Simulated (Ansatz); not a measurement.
## SnTe: response to strain

The reference is SnTe in the rock salt structure (space group Fm-3m, No. 225; a = 6.3697 Å). Axes: x, y, z lie along the cube axes.

Strains are applied to the cell and any free atomic positions relax; under biaxial strain the out-of-plane vector relaxes too.

Computed with r2SCAN in Ansatz (plane waves to 500 eV, PAW, no spin-orbit coupling).

Notes on the quantities. energy relative to the base: free energy F.

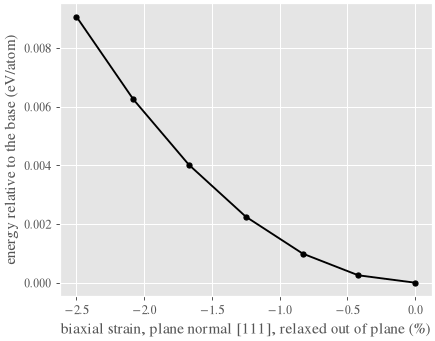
Figure. Energy relative to the base against biaxial strain, plane normal [111], relaxed out of plane

Task: From the plot, what is the energy relative to the base for biaxial strain −1.25 %, plane normal [111], relaxed out of plane?

Result: About 0.0023 eV/atom.

Task: Is the trend monotonic over the range shown?

Result: Yes, it falls throughout, spanning 0 meV/atom to +9.1 meV/atom.

Whether these cells are dynamically stable was not tested. The final runs are not spin-polarised.

Ansatz is an electronic-structure program.
